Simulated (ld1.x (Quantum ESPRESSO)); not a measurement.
# Pseudopotential generation, with input and output: Ho

Holmium (Ho, Z = 67), core [Kr] 4d10, reference valence 4f11 5s2 5p6 5d0 6s2 6p0, valence charge 21. Level asked for: ultrasoft potential, LDA (PZ), scalar-relativistic, made with ld1.x (Quantum ESPRESSO) 7.5.

## The input
```
 &input
   title='Ho', zed=67., rel=1, dft='PZ', iswitch=3,
   config='[Xe] 4f11 5d0 6s2 6p0',
   nld=4, rlderiv=2.70, eminld=-6.0, emaxld=5.0, deld=0.02
 /
 &inputp
   pseudotype=3, tm=.true., lloc=-1, rcloc=0.85,
   nlcc=.false.,
   which_augfun='PSQ', rmatch_augfun=0.50,
   file_pseudopw='Ho.UPF', file_wfcaegen='ae.wfc', file_wfcncgen='nc.wfc', file_beta='beta', file_chi='chi', file_wfcusgen='us.wfc'
 /
8
5S  1  0   2.00   0.00  1.80  2.45  0.0
6S  2  0   2.00   0.00  1.80  2.45  0.0
5P  2  1   6.00   0.00  2.00  2.50  0.0
6P  3  1   0.00   0.00  2.00  2.50  0.0
5D  3  2   0.00   0.00  1.80  2.30  0.0
5D  3  2   0.00   3.45  1.80  2.30  0.0
4F  4  3  11.00   0.00  0.70  0.80  0.0
4F  4  3   0.00   0.15  0.70  0.80  0.0
 &test
   configts(1)='4f11 5s2 5p6 5d0 6s2 6p0'
 /
```

Hardware: 1 CPU thread, shared host.

Launched with:
```bash
ld1.x < Ho.in > Ho.out
```

## Output
```
     Program LD1 v.7.5
     --------------------------- All-electron run ----------------------------

     Ho
     scalar relativistic calculation

     atomic number is 67.00
     dft =PZ   lsd =0 sic =0 latt =0  beta=0.20 tr2=1.0E-14
     Exchange-correlation= PZ
                           (   1   1   0   0   0   0   0)
     mesh =1265 r(mesh) =  99.01857 a.u. xmin = -7.00 dx = 0.01250
     1 Ry =  13.60569312 eV, c = 137.03599908

     n l     nl                  e(Ry)          e(Ha)          e(eV)
     1 0     1S 1( 2.00)     -4075.5308     -2037.7654    -55450.4216
     2 0     2S 1( 2.00)      -681.7778      -340.8889     -9276.0600
     2 1     2P 1( 6.00)      -604.2304      -302.1152     -8220.9734
     3 0     3S 1( 2.00)      -152.2309       -76.1154     -2071.2065
     3 1     3P 1( 6.00)      -128.5363       -64.2682     -1748.8258
     4 0     4S 1( 2.00)       -30.0258       -15.0129      -408.5223
     4 1     4P 1( 6.00)       -22.2242       -11.1121      -302.3761
     3 2     3D 1(10.00)       -98.4172       -49.2086     -1339.0347
     5 0     5S 1( 2.00)        -3.7134        -1.8567       -50.5237
     5 1     5P 1( 6.00)        -1.9107        -0.9554       -25.9968
     4 2     4D 1(10.00)       -11.6868        -5.8434      -159.0068
     4 3     4F 1(11.00)        -0.2467        -0.1234        -3.3565
     5 2     5D 1( 0.00)        -0.0888        -0.0444        -1.2088
     6 0     6S 1( 2.00)        -0.2900        -0.1450        -3.9453
     6 1     6P 1( 0.00)        -0.0880        -0.0440        -1.1968

     final scf error:  6.3E-15 reached in  28 iterations

     Etot =  -25216.544618 Ry,  -12608.272309 Ha, -343088.567697 eV

     Ekin =   27267.811012 Ry,   13633.905506 Ha,  370997.468762 eV
     Encl =  -61815.767435 Ry,  -30907.883717 Ha, -841046.361877 eV
     Eh   =    9855.738769 Ry,    4927.869384 Ha,  134094.157188 eV
     Exc  =    -524.326964 Ry,    -262.163482 Ha,   -7133.831770 eV

     normalization and overlap integrals

     s(1S/1S) =  1.000000  <r> =   0.0208  <r2> =    0.0006  r(max) =   0.0132
     s(2S/2S) =  1.000000  <r> =   0.0881  <r2> =    0.0092  r(max) =   0.0749
     s(2P/2P) =  1.000000  <r> =   0.0781  <r2> =    0.0074  r(max) =   0.0605
     s(3S/3S) =  1.000000  <r> =   0.2301  <r2> =    0.0605  r(max) =   0.2113
     s(3P/3P) =  1.000000  <r> =   0.2290  <r2> =    0.0608  r(max) =   0.2086
     s(4S/4S) =  1.000000  <r> =   0.5191  <r2> =    0.3043  r(max) =   0.4821
     s(4P/4P) =  1.000000  <r> =   0.5504  <r2> =    0.3448  r(max) =   0.5068
     s(3D/3D) =  1.000000  <r> =   0.2079  <r2> =    0.0508  r(max) =   0.1687
     s(5S/5S) =  1.000000  <r> =   1.2761  <r2> =    1.8366  r(max) =   1.1278
     s(5P/5P) =  1.000000  <r> =   1.5232  <r2> =    2.6514  r(max) =   1.2941
     s(4D/4D) =  1.000000  <r> =   0.5967  <r2> =    0.4137  r(max) =   0.5196
     s(4F/4F) =  1.000000  <r> =   0.8557  <r2> =    1.0301  r(max) =   0.5196
     s(5D/5D) =  1.000000  <r> =   3.4687  <r2> =   15.5743  r(max) =   2.1336
     s(6S/6S) =  1.000000  <r> =   4.0077  <r2> =   18.3314  r(max) =   3.3461
     s(6P/6P) =  1.000000  <r> =   5.7948  <r2> =   38.8044  r(max) =   4.7484

     ------------------------ End of All-electron run ------------------------

     --------------------- Generating US pseudopotential ---------------------

      Generating local potential from pseudized AE potential:
      Matching radius rcloc =   0.8500

      Local pseudo, rcloc= 0.857 Estimated cut-off energy=    33.80 Ry
      Wfc-us  5S rcutus= 2.448  Estimated cut-off energy=     9.57 Ry
      Wfc-us  6S rcutus= 2.448  Estimated cut-off energy=    19.54 Ry
      Wfc-us  5P rcutus= 2.510  Estimated cut-off energy=    13.59 Ry
      Wfc-us  6P rcutus= 2.510  Estimated cut-off energy=    25.30 Ry
      Wfc-us  5D rcutus= 2.329  Estimated cut-off energy=    20.56 Ry
      Wfc-us  5D rcutus= 2.329  Estimated cut-off energy=    38.61 Ry
      Wfc-us  4F rcutus= 0.795  Estimated cut-off energy=   246.29 Ry
      Wfc-us  4F rcutus= 0.795  Estimated cut-off energy=   247.86 Ry

 %%%%%%%%%%%%%%%%%%%%%%%%%%%%%%%%%%%%%%%%%%%%%%%%%%%%%%%%%%%%%%%%%%%%%%%%%%%%%%
     Error in routine find_q (1):
     too many iterations
 %%%%%%%%%%%%%%%%%%%%%%%%%%%%%%%%%%%%%%%%%%%%%%%%%%%%%%%%%%%%%%%%%%%%%%%%%%%%%%

     stopping ...
```

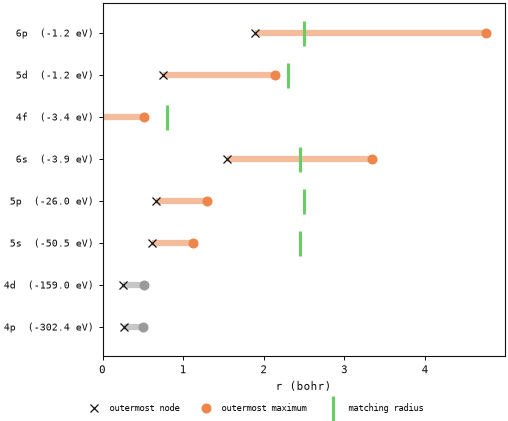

Outer shells of the all-electron reference atom: each bar runs from the outermost node (or the nucleus) to the outermost maximum of u(r); the tick is the radius chosen for the pseudo-wave. Shells without a tick have no pseudo-wave of their own. Levels, nodes and maxima are from ld1.x, scalar-relativistic.

- Radii against the shells: 5s: 2.45 bohr, outside the maximum; 5p: 2.50 bohr, outside the maximum; 6s: 2.45 bohr, between node and maximum; 4f: 0.80 bohr, outside the maximum; 5d: 2.30 bohr, outside the maximum; 6p: 2.50 bohr, between node and maximum.

## What the run reported

```
quantity                value
 outcome  ended with an error
```

## Diagnosis

The generator stopped with the message “find_q: too many iterations”. In words: no Bessel wave vectors were found that match the logarithmic derivative at the chosen radius.
